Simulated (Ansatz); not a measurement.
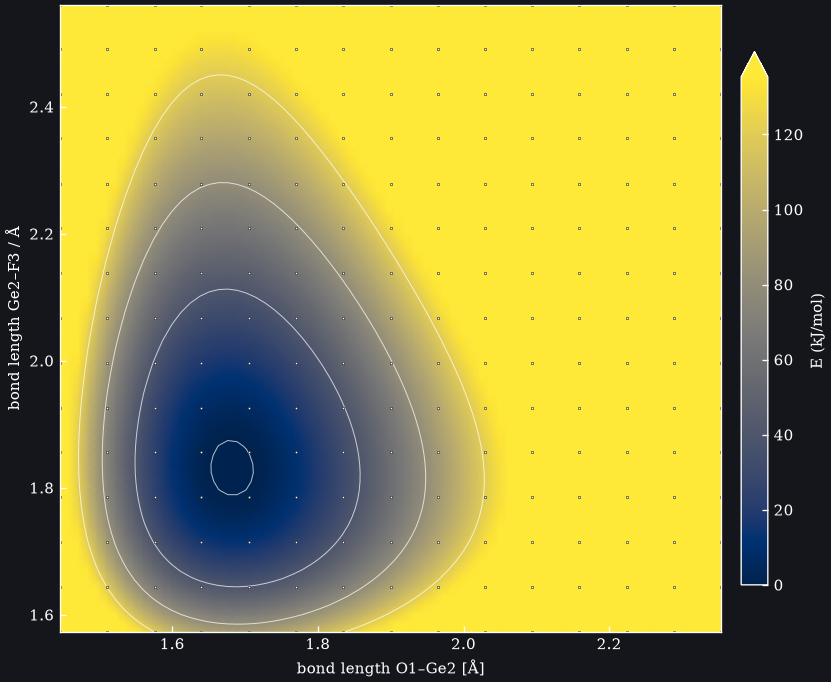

FGeH2O, SMILES [O-][GeH2][F], charge −1. 
- Coordinates scanned: (1) bond length O1–Ge2; (2) bond length Ge2–F3.
- Nothing is relaxed (all other coordinates rigid).
- The scan uses a 15 × 15 grid.
- All energies are given in kJ/mol relative to the lowest grid point.
- Level of theory: RKS PBE0-D4/def2-SVPD in Ansatz.

Drawn: a smooth colour map with a few white contour lines, dots at the grid points, one colour for all values above the top of the scale. Between grid points the surface is interpolated.

> Where is the minimum, and how stiff is the well along each coordinate?

The interpolated minimum is at bond length O1–Ge2 ≈ 1.681 Å, bond length Ge2–F3 ≈ 1.830 Å. The curvatures there are about 38 eV/Å² and 18 eV/Å², with a cross term of about 1 eV/Å². Round the minimum the two coordinates are nearly uncoupled. (1 eV is 96.5 kJ/mol.)
